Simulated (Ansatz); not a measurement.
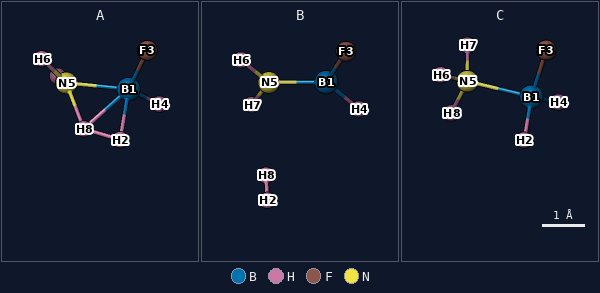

3 geometries from a converged minimum-energy path of BNH$_{5}$F, shuffled. Style: ball-and-stick. Shown at a tilt.

Theory: RKS PBE-D4/def2-SVP in Ansatz. Run with 5 movable images; climbing image; force threshold 0.05 eV/Å; iteration limit 60; starting path through a guess of the saddle point.

Question: One of them is the converged climbing image. Which?

Answer: A. In order along the path, whose images run from 0 to 6: C (image 0, 0.0 kJ/mol), A (image 2, +131.2 kJ/mol), B (image 5, −18.6 kJ/mol). Breaking: B1–H2 (1.24 → 1.43 at the top → 4.08 Å), N5–H8 (1.03 → 1.37 at the top → 2.69 Å). Forming: H2–H8 (2.57 → 1.03 at the top → 0.77 Å).

The run took 85 s on 1 thread of Arm Neoverse V1 (shared host), peak memory 0.11 GiB.
